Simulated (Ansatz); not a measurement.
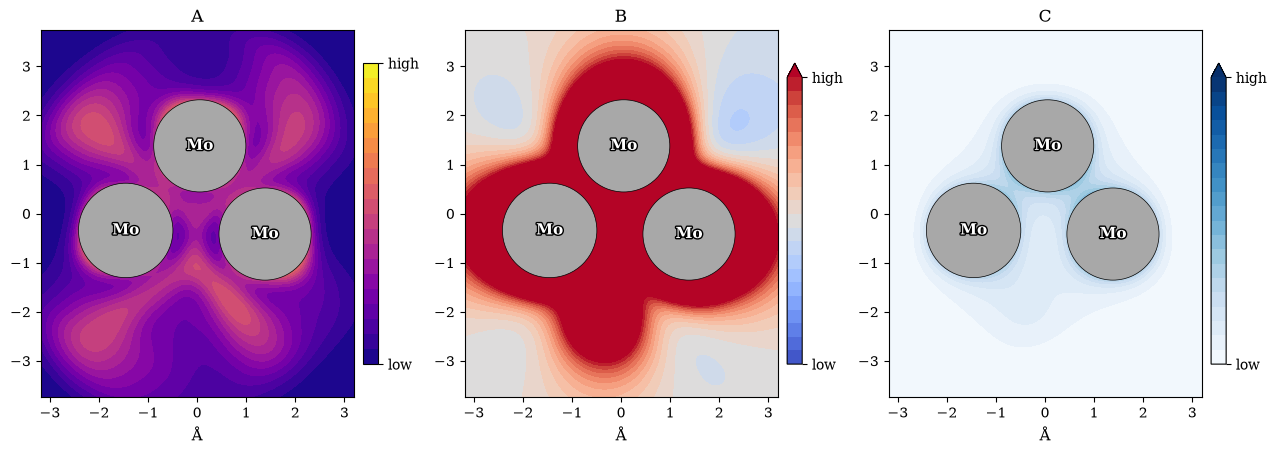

Mo₅: 3 fields on the plane of atoms Mo4, Mo2 and Mo5, with unlabelled colour scales. Grey discs cover the atomic cores.

Geometry: r2SCAN-D4/def2-SVP; core potentials replace the inner electrons of Mo.

Method: RKS PBE0-D4/def2-TZVP (Ansatz 0.2.0).

### Which field does each panel show? The fields are: electron density, electron localisation function and electrostatic potential.

Panel A: electron localisation function. Panel B: electrostatic potential (strongly positive close to the atoms, with negative regions outside electron-rich atoms). Panel C: electron density. From the grid: Mo–Mo (2.24 Å): ρ is about 1 e/Å³ halfway; the ELF is about 0.40 at the midpoint. Mo–Mo (2.29 Å): ρ is about 0.9 e/Å³ halfway; the ELF is about 0.40 at the midpoint.
